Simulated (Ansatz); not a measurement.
A series of calculations on TiH2SF4

**1. Relaxation**

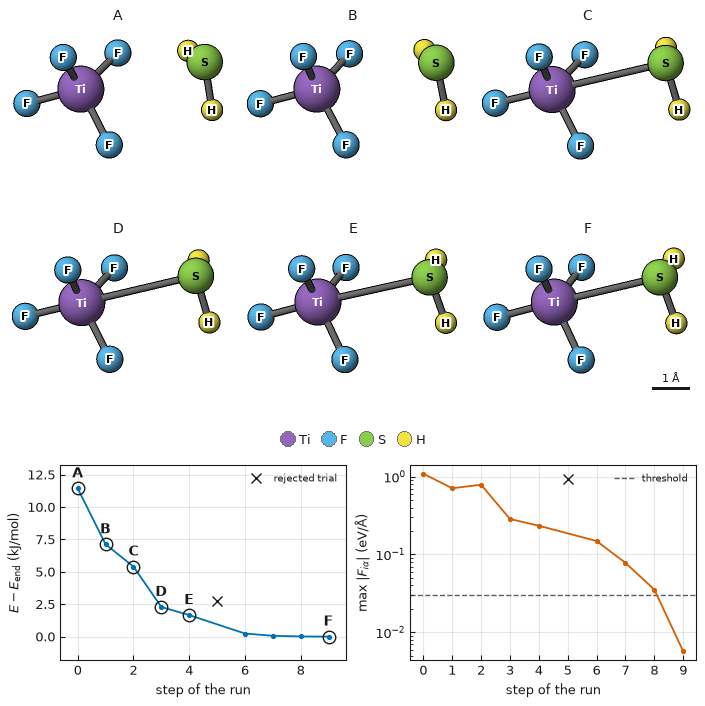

Frames of a relaxation of TiH2SF4, marked on the history of the run. Style: ball-and-stick. Shown at a tilt.

The run prepares an end point of a later path (reaction) calculation, from a guessed geometry.

All numbers below come from RKS B3LYP/def2-SVP in Ansatz 0.2.0. Settings: no spin polarisation; force threshold 0.03 eV/Å; at most 50 steps.

What happens along the run?

Answer. An H atom moves most after the best rigid fit: 0.45 Å. Largest moves by element: H 0.45 Å, S 0.41 Å, F 0.23 Å, Ti 0.09 Å. Some distances before and after: S–Ti 3.597 → 3.129 Å, F–Ti 1.794 → 1.748 Å, H–S 1.381 → 1.353 Å, F–Ti 1.735 → 1.748 Å. Among the angles between lasting bonds that change: F–Ti–F 106.7° → 102.8°, F–Ti–F 111.2° → 115.0°, F–Ti–F 111.8° → 115.3°. The energy falls by 11.4 kJ/mol in 8 accepted moves (9 points after the start). The largest force component goes from 1.1 to 0.0057 eV/Å. The line search rejected the trial step at point 5 of the run. From step 0 to 1: an F atom moves most (0.15 Å), energy −4.31 kJ/mol. From step 1 to 2: an H atom moves most (0.19 Å), energy −1.72 kJ/mol. From step 2 to 3: an H atom moves most (0.08 Å), energy −3.12 kJ/mol. From step 3 to 4: an F atom moves most (0.11 Å), energy −0.63 kJ/mol. From step 4 to 9: the S atom moves most (0.13 Å), energy −1.66 kJ/mol.

```tsv
step	E − E(0), kJ/mol	largest force component, eV/Å	note
0	0.00	1.0943	
1	-4.31	0.7100	
2	-6.03	0.7883	
3	-9.15	0.2861	
4	-9.78	0.2343	
5	-8.70	0.9476	rejected
6	-11.20	0.1489	
7	-11.37	0.0780	
8	-11.42	0.0354	
9	-11.44	0.0057
```

**2. Relaxation**

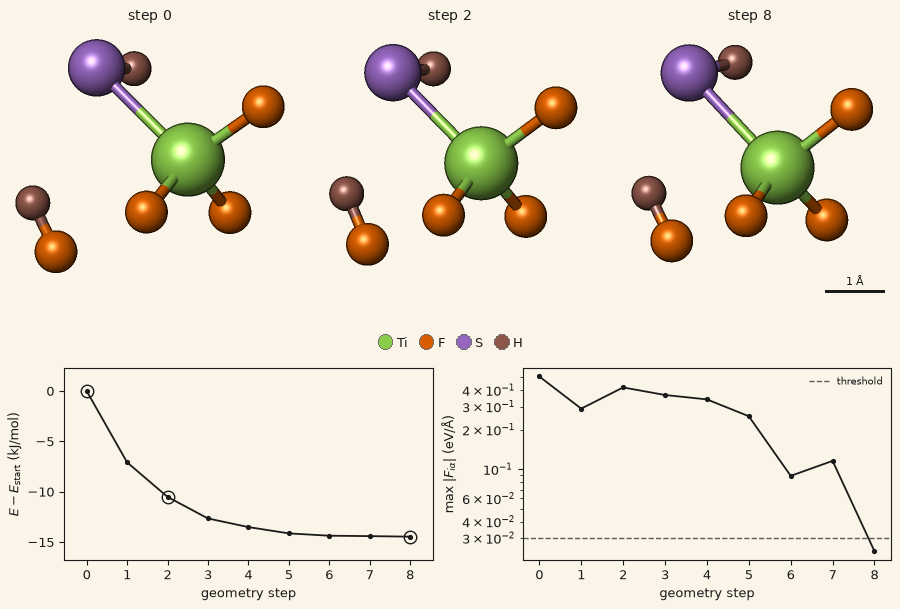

Frames of a relaxation of TiH₂SF₄, marked on the history of the run. Style: ball-and-stick. Shown at a tilt.

The run prepares an end point of a later path (reaction) calculation, from a guessed geometry.

Method: Ansatz, RKS B3LYP/def2-SVP. (no spin polarisation; force threshold 0.03 eV/Å; at most 50 steps)

Question: Describe the path.

Answer: The atom that moves furthest after the best rigid fit is an F atom (0.40 Å). Largest moves by element: F 0.40 Å, H 0.32 Å, Ti 0.24 Å, S 0.16 Å. Near-neighbour distances that change, for instance: F–Ti 3.023 → 2.395 Å, H–Ti 3.040 → 2.556 Å, F–H 0.929 → 0.951 Å, S–Ti 2.382 → 2.374 Å. Bond angles that change, for instance: F–Ti–S 107.0° → 101.4°, F–Ti–F 105.5° → 100.8°, F–Ti–S 110.0° → 114.6°. Over 8 geometry steps the energy falls by 14.4 kJ/mol. Largest force component: 0.51 eV/Å at the start, 0.024 eV/Å at the end. Cost: 21 s on 4 threads of Intel(R) Xeon(R) 6975P-C (Granite Rapids), on a shared host, peak memory 0.3 GiB. From step 0 to 2: an H atom moves most (0.29 Å), energy −10.5 kJ/mol. From step 2 to 8: F and H atoms move most (0.12 Å), energy −3.95 kJ/mol.

```
step  E − E(0), kJ/mol  largest force component, eV/Å
   0              0.00                         0.5086
   1             -7.08                         0.2895
   2            -10.50                         0.4198
   3            -12.64                         0.3678
   4            -13.50                         0.3404
   5            -14.12                         0.2534
   6            -14.35                         0.0891
   7            -14.39                         0.1159
   8            -14.45                         0.0238
```

Limits of the set-up: the start holds two separate molecules, 2.6 Å apart at their closest, whose relative position is a soft coordinate and is computed without a dispersion correction.

**3. Path**

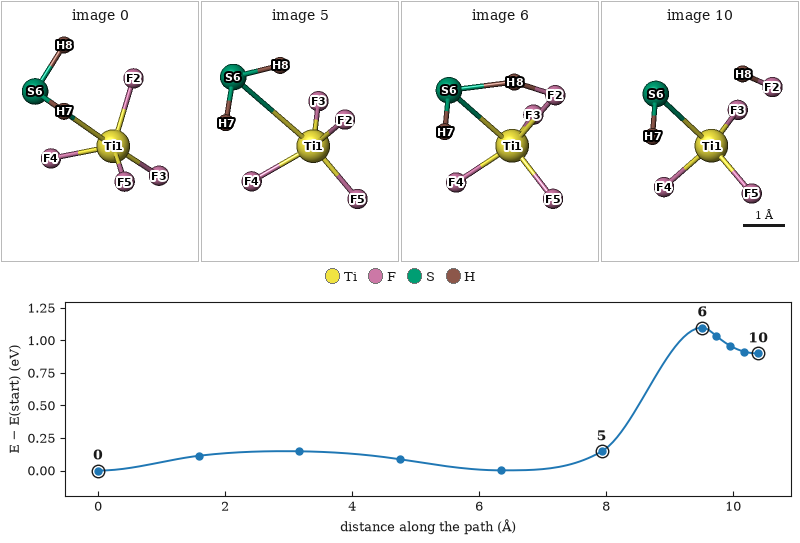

A nudged-elastic-band calculation for TiH$_{2}$SF$_{4}$. Images are numbered from 0 (start) to 10 (end). The picture is a ball-and-stick view, seen from a free direction.

Computed with Ansatz, RKS B3LYP/def2-SVP. Settings: 9 movable images; climbing image; force threshold 0.03 eV/Å; iteration limit 60; starting path through a guess of the saddle point.

Q: Read off the barrier and say what moves.

A: The path has more than one stage, and so few images may leave a stage unresolved. Breaking: S6–H8 (1.35 → 1.63 at the top → 2.21 Å), Ti1–F2 (1.75 → 2.04 at the top → 2.39 Å). Forming: F2–H8 (2.77 → 1.16 at the top → 0.95 Å). The highest point, image 6, lies 1.10 eV above the start and 0.20 eV above the end; the end is at +0.90 eV relative to the start. The profile has 2 maxima (images 2, 6) with a dip at image 4 (0.00 eV), so the process runs in steps. The band converged in 43 iterations. The largest component of the band force went from 5.1 to 0.024 eV/Å. The climbing image converged on the top of the path. Its vibrational analysis gives one imaginary mode (631i cm⁻¹), as a transition state must have.

The run took 8.1 min on 4 threads of Intel(R) Xeon(R) 6975P-C (Granite Rapids), on a shared host, peak memory 0.34 GiB.
